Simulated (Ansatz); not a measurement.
**CCl3F (trichlorofluoromethane): HF/6-31G(d) (spherical functions)**

What is the electronic atomisation energy of CCl3F (trichlorofluoromethane) at HF/6-31G* (spherical functions)? 

The calculation is run with Ansatz 0.2.0.

51 further runs of the same task are left out: 2 that didn't finish, 49 set aside as unsound or not needed. Runs told in other sessions of the task aren't counted.

## Step 1: The system as given

CCl3F: 5 atoms, total charge 0, spin state singlet. As SMILES, `FC(Cl)(Cl)Cl`. The coordinates come from a PBE0-D4/def2-TZVP relaxation.

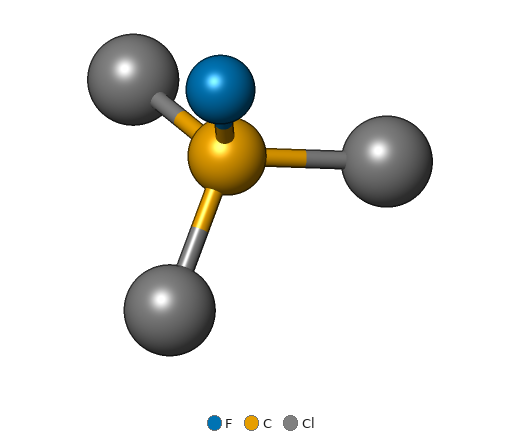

The structure, seen from a chosen angle (fluorine blue, carbon amber, chlorine grey).

## Step 2: A single-point energy at HF/6-31G(d) (spherical functions)

job.yaml reads:

```yaml
crystal:
  periodic: [false, false, false]
  atoms:
    - {symbol: F, position_ang: [0.911880, -0.820730, 0.677360]}
    - {symbol: C, position_ang: [0.044670, -0.040210, 0.033190]}
    - {symbol: Cl, position_ang: [-1.384510, 0.157610, 1.040990]}
    - {symbol: Cl, position_ang: [-0.379970, -0.814480, -1.489160]}
    - {symbol: Cl, position_ang: [0.807920, 1.517810, -0.262390]}
basis:
  gaussian:
    orbitals: 6-31G_st_-spherical.json
accuracy: high
output:
  orbitals: {seedname: orbitals}
hamiltonian:
  xc: hf
```

The basis set 6-31G* is read from a file made from the Basis Set Exchange's data (not shown).

The run is started by

```bash
$ ansatz run job.yaml --threads 1 --pin off --max-ram 3480MiB --events-out events.jsonl --progress --plain --runs-dir runs
```

The program printed:

```text
Warning: RAYON_NUM_THREADS=1 ignored (pool sized by the plan → 1); use --threads N
Functional definition: HF
  name "HF"
  exchange = exact_x
  correlation = 0
1786 factors; integrals over basis functions are off by at most 3.3e-9 eV
mean field evaluation 1: about -41239.8751 eV, gradient 4.2e1 eV
mean field evaluation 2: about -41239.9847 eV, gradient 4.2e1 eV
mean field evaluation 4: about -41244.3835 eV, gradient 2.7e0 eV
mean field evaluation 8: about -41244.4335 eV, gradient 1.6e-1 eV
mean field -41244.43358026 eV, -1515.7049775935 hartree, gradient 1.0e-7 eV, S^2 0.000000; 0 other end points of the search recorded, 0 dependent functions left out
reference -41244.43358026 eV, -1515.7049775935 hartree; 33, 33 occupied and 49, 49 virtual orbitals, 1786 factors
Total energy: -41244.43358026 eV, -1515.7049775935 hartree
```

Run time: 2.6 s. Hardware: 1 thread of Arm Neoverse V2, shared host; peak memory 0.24 GiB.

## Step 3: The C atom

job.yaml reads:

```yaml
basis:
  gaussian: {orbitals: 6-31G_st_-spherical.json}
crystal:
  periodic: [false, false, false]
  atoms:
    - symbol: C
      position_ang: [0.000000, 0.000000, 0.000000]
magnetization: {spin_polarized: true, initial_magnetization: 2}
accuracy: high
hamiltonian: {xc: hf}
```

The basis set 6-31G* is read from a file made from the Basis Set Exchange's data (not shown).

Run the same way, it converges to -37.68058 Eh (log not shown).

## Step 4: The Cl atom at the same level

in.yaml reads:

```yaml
crystal:
  periodic: [false, false, false]
  atoms:
    - {symbol: Cl, position_ang: [0.000000, 0.000000, 0.000000]}
basis:
  gaussian: {orbitals: 6-31G_st_-spherical.json}
magnetization: {spin_polarized: true, initial_magnetization: 1}
hamiltonian: {xc: hf}
accuracy: high
```

The basis set 6-31G* is read from a file made from the Basis Set Exchange's data (not shown).

The run is started by

```bash
$ ansatz run in.yaml --threads 1 --pin off --max-ram 3480MiB --events-out events.jsonl --progress --plain --runs-dir runs
```

The program printed:

```text
Warning: RAYON_NUM_THREADS=1 ignored (pool sized by the plan → 1); use --threads N
Functional definition: HF
  name "HF"
  exchange = exact_x
  correlation = 0
140 factors; integrals over basis functions are off by at most 3.1e-9 eV
mean field evaluation 1: about -12502.0387 eV, gradient 4.4e0 eV
mean field evaluation 2: about -12502.0436 eV, gradient 4.4e0 eV
mean field evaluation 4: about -12502.1746 eV, gradient 3.1e-1 eV
mean field evaluation 8: about -12502.1764 eV, gradient 4.9e-3 eV
mean field evaluation 16: about -12502.1764 eV, gradient 2.3e-8 eV
mean field evaluation 32: about -12502.1764 eV, gradient 1.2e-2 eV
mean field -12502.17640902 eV, -459.4465087520 hartree, gradient 2.3e-8 eV, S^2 0.754989; 0 other end points of the search recorded, 0 dependent functions left out
reference -12502.17640902 eV, -459.4465087520 hartree; 9, 8 occupied and 9, 10 virtual orbitals, 140 factors
Total energy: -12502.17640902 eV, -459.4465087520 hartree
```

Run time: 0.08 s. Hardware: 1 thread of Arm Neoverse V2, shared host.

## Step 5: The F atom at the same level

job.yaml reads:

```yaml
basis:
  gaussian:
    orbitals: 6-31G_st_-spherical.json
crystal:
  periodic: [false, false, false]
  atoms:
    - {symbol: F, position_ang: [0.000000, 0.000000, 0.000000]}
magnetization:
  spin_polarized: true
  initial_magnetization: 1
hamiltonian:
  xc: hf
accuracy: high
```

The basis set 6-31G* is read from a file made from the Basis Set Exchange's data (not shown).

Run the same way, it converges to -99.36341 Eh (log not shown).

## Step 6: Summary of results

Level: HF/6-31G* (spherical functions).

| quantity | value |
| --- | --- |
| molecule: total energy | -1515.70498 Eh |
| molecule: HOMO energy | -12.64 eV |
| molecule: LUMO energy | 2.94 eV |
| molecule: HOMO–LUMO gap | 15.58 eV |
| C atom: total energy | -37.68058 Eh |
| C atom: ⟨S²⟩ | 2.005 |
| Cl atom: total energy | -459.44651 Eh |
| Cl atom: ⟨S²⟩ | 0.755 |
| F atom: total energy | -99.36341 Eh |
| F atom: ⟨S²⟩ | 0.753 |
| electronic atomisation energy | 8.747 eV |

In words: Taking the molecule apart into free atoms costs 8.75 eV (202 kcal/mol), before zero-point energy and without spin-orbit coupling. Hartree–Fock lacks the correlation of the bonding pairs, which as a rule makes this value much too low; in minimal bases other errors can mask that.
